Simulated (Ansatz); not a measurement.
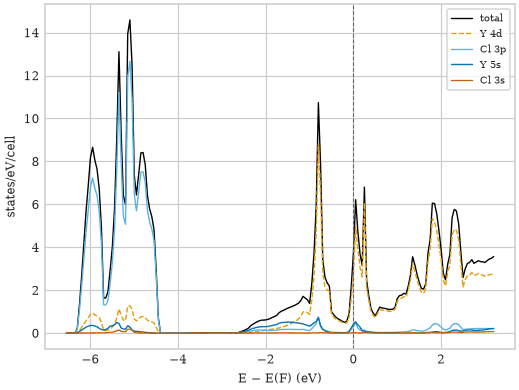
Fig. 1. Total and projected density of states of YCl in space group R-3m (No. 166; Y on 6c, Cl on 6c), PBEsol (plane waves, PAW; program Ansatz)

Which orbitals carry the states next to the Fermi level?

Within 0.5 eV of the Fermi level: Y 4d 84 %, Y 5s 6 %. Projections are on Löwdin-orthogonalised atomic valence shells; empty p or d shells of many metals are not among them.

Where is the tallest occupied peak in this window, and what makes it?

Near -5.1 eV, about 15 states/eV per cell; the largest projected share is Cl 3p.

The workflow started from a Materials Project entry (that database holds measured and hypothetical structures alike); the Crystallography Open Database files this formula in space group No. 166, but the cells were not matched. Its standing as an ambient phase is unchecked. Symmetry was held in the PBEsol relaxation; its stability against distortions is not shown here. Spin order of the final state: ferromagnetic, chosen from 5 collinear starts compared on coarse meshes (ties went to the first, and starts can fall back to one state), not a proven ground state. No Hubbard U is applied. A crystal of weakly bound layers computed without a dispersion correction: the cell and the soft elastic constants depend strongly on that. Scalar-relativistic: spin–orbit coupling is off unless named, which matters more the heavier the elements.

Potentials: the later of the program's two PAW sets.
